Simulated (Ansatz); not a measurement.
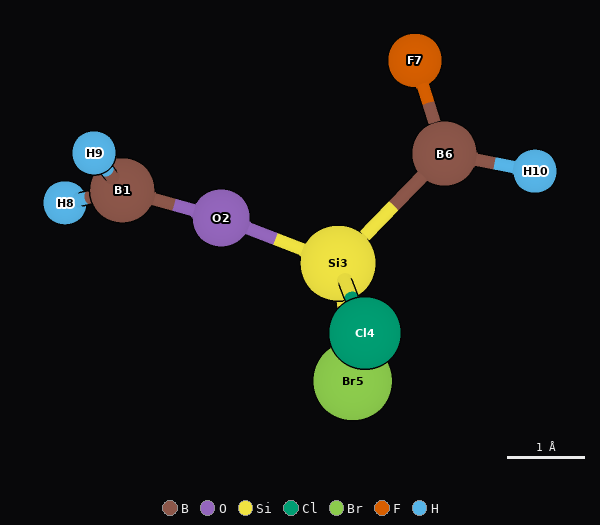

Fig. 1: The structure (ball-and-stick view, seen on its broad side; atoms are numbered from 1 in the order of the input).

# Run report: B₂SiH₃BrClOF, phonon calculation

The run: phonon calculation of B₂SiH₃BrClOF, SMILES BO[Si](Cl)(Br)BF. Method and program: RKS B3LYP-D4/def2-SVP (Ansatz 0.2.0).

It belongs to a series of runs on one base structure; here: vibrations at the highest image of the band. Figures and captions count atoms from 1; the log counts them from 0 in places.

The program's output
```
Engine: ansatz 0.2.0, aarch64-unknown-linux-gnu
Functional definition: B3LYP
  parameter a0 = 0.2
  parameter ax = 0.72
  parameter ac = 0.81
  exchange = (1 - a0 - ax)*slater_x + ax*b88_x + a0*exact_x
  correlation = (1 - ac)*vwn_rpa_c + ac*lyp_c
1441 factors; integrals over basis functions are off by at most 4.0e-4 eV
mean field evaluation 1: about -96594.8126 eV, gradient 5.2e1 eV
mean field evaluation 2: about -96583.2602 eV, gradient 9.5e1 eV
mean field evaluation 4: about -96599.5143 eV, gradient 4.4e0 eV
mean field evaluation 8: about -96599.5839 eV, gradient 1.0e-1 eV
mean field evaluation 16: about -96599.5839 eV, gradient 2.3e-5 eV
mean field -96599.58390579 eV, -3549.9692309883 hartree, gradient 2.3e-5 eV, S^2 0.000000; 0 other end points of the search recorded, 0 dependent functions left out
the calculation of the forces begins
reference -96599.58421595 eV, -3549.9692423864 hartree; 48, 48 occupied and 91, 91 virtual orbitals, 1441 factors
these checks for a lower state are left out or cut short: stability, starts, cluster_reference, orbital_swaps, neighbouring_geometries, increment
1441 factors; integrals over basis functions are off by at most 4.0e-4 eV
mean field -96599.58373059 eV, -3549.9692245496 hartree, gradient 1.3e-6 eV, S^2 0.000000; 0 other end points of the search recorded, 0 dependent functions left out
[... from here on the field's lines of each further geometry are left out, up to the last ...]
the calculation of the forces begins
reference -96599.58421594 eV, -3549.9692423858 hartree; 48, 48 occupied and 91, 91 virtual orbitals, 1441 factors
these checks for a lower state are left out or cut short: stability, starts, cluster_reference, orbital_swaps, neighbouring_geometries, increment
1441 factors; integrals over basis functions are off by at most 4.0e-4 eV
mean field -96599.58389211 eV, -3549.9692304854 hartree, gradient 1.2e-6 eV, S^2 0.000000; 0 other end points of the search recorded, 0 dependent functions left out
the calculation of the forces begins
reference -96599.58420228 eV, -3549.9692418838 hartree; 48, 48 occupied and 91, 91 virtual orbitals, 1441 factors
WARN: phonons: modes at or below zero, which the zero-point energy, F, S and C_V leave out: 1, the lowest at -122.80 cm⁻¹. A minimum has none, and a first-order saddle one
Total energy: -96600.10534948 eV, -3549.9883936902 hartree
Atom 0 at    -2.108568     0.789956     0.346727 Å, force     0.016472     0.005754     0.008203 eV/Å
Atom 1 at    -0.939062     0.214428     0.000483 Å, force    -0.020722    -0.023156    -0.001363 eV/Å
Atom 2 at     0.372146    -0.675265    -0.414545 Å, force     0.016296     0.005863     0.002613 eV/Å
Atom 3 at     0.093770    -2.611014     0.269948 Å, force     0.000812     0.000761    -0.001691 eV/Å
Atom 4 at     0.549269    -0.726348    -2.645991 Å, force    -0.001915    -0.002872    -0.000190 eV/Å
Atom 5 at     2.098169     0.091503     0.319356 Å, force    -0.004227     0.005619    -0.000522 eV/Å
Atom 6 at     2.088576     1.262547     0.924969 Å, force    -0.001675    -0.000652    -0.000563 eV/Å
Atom 7 at    -2.650947     1.532001    -0.438766 Å, force     0.005702     0.006592     0.001411 eV/Å
Atom 8 at    -2.573711     0.556081     1.438723 Å, force    -0.008802     0.001871    -0.005586 eV/Å
Atom 9 at     3.153360    -0.485090     0.202097 Å, force    -0.001941     0.000219    -0.002311 eV/Å
Dipole moment:     0.173798     0.058053     0.097092 e Å
Vibrations: -122.80 36.14 57.58 77.14 118.39 139.59 141.39 203.47 237.67 313.89 444.98 543.13 642.45 767.41 802.51 997.45 1065.74 1102.42 1250.92 1334.80 1432.49 2542.67 2618.17 2640.26 cm⁻¹, zero-point energy 1.209507 eV
```

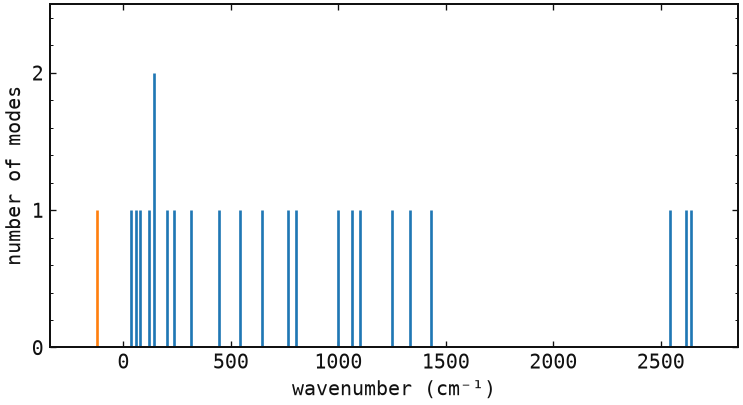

Fig. 2: Harmonic vibrational wavenumbers from the force constants; neighbouring modes closer than 13 cm⁻¹ are counted in one stick, and imaginary ones are drawn at negative wavenumbers. 24 modes from 123i to 2640 cm⁻¹, 1 imaginary beyond 8i (123i cm⁻¹): a first-order saddle point, if the geometry is stationary.

The run was set up as follows.

Input file
```yaml
crystal:
  periodic: [false, false, false]
  atoms:
    - { symbol: B, position_ang: [-2.108568, 0.789956, 0.346727] }
    - { symbol: O, position_ang: [-0.939062, 0.214428, 0.000483] }
    - { symbol: Si, position_ang: [0.372146, -0.675265, -0.414545] }
    - { symbol: Cl, position_ang: [0.09377, -2.611014, 0.269948] }
    - { symbol: Br, position_ang: [0.549269, -0.726348, -2.645991] }
    - { symbol: B, position_ang: [2.098169, 0.091503, 0.319356] }
    - { symbol: F, position_ang: [2.088576, 1.262547, 0.924969] }
    - { symbol: H, position_ang: [-2.650947, 1.532001, -0.438766] }
    - { symbol: H, position_ang: [-2.573711, 0.556081, 1.438723] }
    - { symbol: H, position_ang: [3.15336, -0.48509, 0.202097] }
basis:
  gaussian: { orbitals: def2-SVP }
hamiltonian:
  xc: b3lyp
  dispersion: d4
phonons: {}
```

Run as:
```bash
ansatz run input.yaml --threads 2 --pin off --max-ram 3072MiB --backend cpu --events-out ev --progress --plain --runs-dir out
```

Summary

```csv
quantity,value
outcome,converged
total energy,−96600.1053 eV
mean-field energy,−96599.5842 eV
largest force (length of the vector),0.031 eV/Å
hardware,"2 threads of Arm Neoverse V1, 24 GiB of memory available, shared host"
wall time,3.7 min (CPU time 7.2 min)
peak memory,0.41 GiB
```
